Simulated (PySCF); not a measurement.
**C2H7InO (SMILES C[CH](O)[InH2]) at 3 levels**

We compute a comparison of 3 runs (HF/def2-SVP, B3LYP/def2-SVPD, MP2/STO-3G) of C2H7InO. The job is set up through a Python script.

The results are computed with PySCF 2.14.0.

## Step 1: The structure to begin with

The species is C2H7InO (11 atoms), meant as a singlet with charge 0. As SMILES, `C[CH](O)[InH2]`. Geometry: a GFN2-xTB relaxation, a rough one for these elements and not checked as a minimum. This is one conformer, not always the lowest.

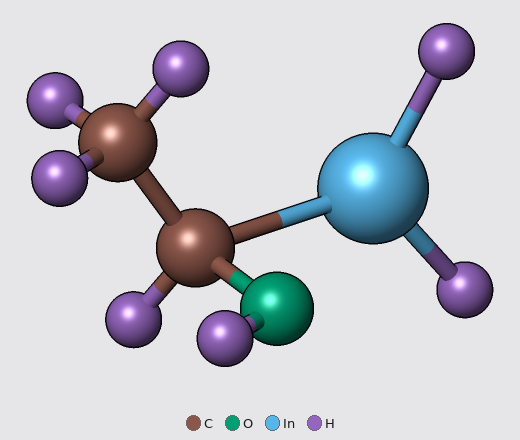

The structure, seen from a chosen angle (carbon brown, oxygen teal, indium blue, hydrogen purple).

## Step 2: Energy and gradient at HF/def2-SVP (core potential) (run 1)

The input, run.py:

```python
from pyscf import gto, scf

mol = gto.M(
    atom='''
C       -0.733630       1.146400       0.416400
C       -0.425620      -0.330750       0.293270
O        0.752480      -0.688650       1.054030
In       0.717540      -0.950050      -1.517010
H       -1.642860       1.380250      -0.139000
H       -0.878300       1.436520       1.461340
H        0.093440       1.734120       0.008360
H       -1.273390      -0.938680       0.635320
H        0.624250      -0.411360       1.973010
H        1.786890       0.233240      -2.208280
H        0.979200      -2.611050      -1.977430
''',
    verbose=4,
    ecp={'In': 'def2-svp'},
    basis='def2-svp',
    max_memory=1860,
)

mf = scf.RHF(mol)
mf.conv_tol = 1e-10
mf.kernel()
if not mf.converged:
    mf = mf.newton().run(mf.mo_coeff, mf.mo_occ)

e_tot = mf.e_tot
print(f'total energy: {e_tot:.8f} hartree')
grad = mf.nuc_grad_method().kernel()
dip = mf.dip_moment()
pop, q = mf.mulliken_pop()
```

Run with:

```sh
$ OMP_NUM_THREADS=1 python run.py
```

The log of the run:

```text
PySCF version 2.14.0

[... 69 lines left out ...]
converged SCF energy = -343.70046381015
total energy: -343.70046381 hartree
[... 11 lines left out ...]
Dipole moment(X, Y, Z, Debye): -1.99320,  0.95844,  0.88648
[... 115 lines left out ...]
charge of   10H =     -0.19138
```

Run time: 38 s. Hardware: 1 thread of Intel Xeon at 2.50GHz (Skylake/Cascade Lake), shared host; peak memory 0.23 GiB.

## Step 3: Energy and gradient at B3LYP/def2-SVPD (core potential) (run 2)

The input, calc.py:

```python
import pyscf.grad
from pyscf import gto, dft

molecule = gto.Mole()
molecule.atom = [
    ('C', (-0.733630, 1.146400, 0.416400)),
    ('C', (-0.425620, -0.330750, 0.293270)),
    ('O', (0.752480, -0.688650, 1.054030)),
    ('In', (0.717540, -0.950050, -1.517010)),
    ('H', (-1.642860, 1.380250, -0.139000)),
    ('H', (-0.878300, 1.436520, 1.461340)),
    ('H', (0.093440, 1.734120, 0.008360)),
    ('H', (-1.273390, -0.938680, 0.635320)),
    ('H', (0.624250, -0.411360, 1.973010)),
    ('H', (1.786890, 0.233240, -2.208280)),
    ('H', (0.979200, -2.611050, -1.977430)),
]
molecule.verbose = 4
molecule.basis = 'def2-svpd'
molecule.charge = 0
molecule.max_memory = 1860
molecule.ecp = {'In': 'def2-svp'}
molecule.build()

mf = dft.RKS(molecule)
mf.xc = 'b3lyp'
mf.conv_tol = 1e-10
mf.grids.level = 5
mf.kernel()
if not mf.converged:
    mf = mf.newton().run(mf.mo_coeff, mf.mo_occ)

energy = mf.e_tot
print('E = %.10f Eh' % energy)
grad = mf.Gradients().kernel()
dip = mf.dip_moment()
pop, q = mf.mulliken_pop()
```

Run with:

```sh
$ OMP_NUM_THREADS=1 python calc.py
```

The log of the run:

```text
PySCF version 2.14.0

[... 85 lines left out ...]
converged SCF energy = -345.690228953236
[... 13 lines left out ...]
Dipole moment(X, Y, Z, Debye): -1.84376,  0.95452,  1.03335
[... 163 lines left out ...]
charge of   10H =      0.01367
```

Wall time 3.9 min (1 thread of Intel Xeon at 2.50GHz (Skylake/Cascade Lake), shared host); peak memory 1.8 GiB.

## Step 4: Energy and forces at MP2/STO-3G (run 3)

The input, input.py:

```python
# C[CH](O)[InH2]
import pyscf.grad
from pyscf import gto, mp

mol = gto.M(
    atom='''
C       -0.733630       1.146400       0.416400
C       -0.425620      -0.330750       0.293270
O        0.752480      -0.688650       1.054030
In       0.717540      -0.950050      -1.517010
H       -1.642860       1.380250      -0.139000
H       -0.878300       1.436520       1.461340
H        0.093440       1.734120       0.008360
H       -1.273390      -0.938680       0.635320
H        0.624250      -0.411360       1.973010
H        1.786890       0.233240      -2.208280
H        0.979200      -2.611050      -1.977430
''',
    basis='sto-3g',
    spin=0,
    max_memory=1860,
    verbose=3,
    charge=0,
)

hf = mol.RHF()
hf.conv_tol = 1e-10
hf.kernel()
if not hf.converged:
    hf = hf.newton().run(hf.mo_coeff, hf.mo_occ)

pt = mp.MP2(hf, frozen=21).run()
etot = pt.e_tot
print('E = %.10f Eh' % etot)
grad = pt.Gradients().kernel()
hf.analyze()
```

Run with:

```sh
$ OMP_NUM_THREADS=1 python input.py
```

The log of the run:

```text
converged SCF energy = -5835.5664010503
[... 12 lines left out ...]
MO #1   energy= -986.85214934968   occ= 2
[... 5 lines left out ...]
MO #7   energy= -24.6963332577663  occ= 2
[... 5 lines left out ...]
MO #13  energy= -16.5613064740742  occ= 2
[... 5 lines left out ...]
MO #19  energy= -3.04090997832054  occ= 2
[... 5 lines left out ...]
MO #25  energy= -0.604104431706579 occ= 2
[... 5 lines left out ...]
MO #31  energy= -0.523477507887073 occ= 2
[... 5 lines left out ...]
MO #37  energy= -0.307920681375858 occ= 2
[... 5 lines left out ...]
MO #43  energy= 0.601456461492012  occ= 0
[... 5 lines left out ...]
MO #49  energy= 0.81672720324124   occ= 0
[... 12 lines left out ...]
Dipole moment(X, Y, Z, Debye): -1.31845,  0.41671, -0.07559
```

Run time: 20 s. Hardware: 1 thread of Intel Xeon at 2.50GHz (Skylake/Cascade Lake), shared host; peak memory 0.22 GiB.

## Step 5: All runs side by side

```
run                             level  integration grid  core potential   energy (Eh)  dipole moment (D) of the reference  HOMO energy (eV)  LUMO energy (eV)  wall time
  1      HF/def2-SVP (core potential)                 –        def2-svp   -343.700464                                2.38             -9.53              1.31       38 s
  2  B3LYP/def2-SVPD (core potential)                 5        def2-svp   -345.690229                                2.32             -6.77             -1.66    3.9 min
  3                        MP2/STO-3G                 –               –  -5835.736890                                1.38             -7.14              6.11       20 s
```

## Step 6: What came out

| quantity | value |
| --- | --- |
| run 3: total energy | -5835.73689 Eh |
| run 3: dipole moment (Hartree–Fock density) | 1.38 D |
| run 3: HOMO energy (Hartree–Fock orbitals) | -7.14 eV |
| run 3: LUMO energy (Hartree–Fock orbitals) | 6.11 eV |
| run 3: HOMO–LUMO gap (Hartree–Fock orbitals) | 13.25 eV |
| run 3: correlation energy (21 core orbitals frozen) | -170.5 mEh |
| run 3: largest force on an atom | 3.439 eV/Å |

In words: Some runs of one species differ in core potentials or relativity; totals across that change don't compare. In run 3 the basis is minimal, so the values are rough. In run 3 relativity is left out where basis or elements ask for it. All runs together took 4.8 min, the longest 3.9 min.
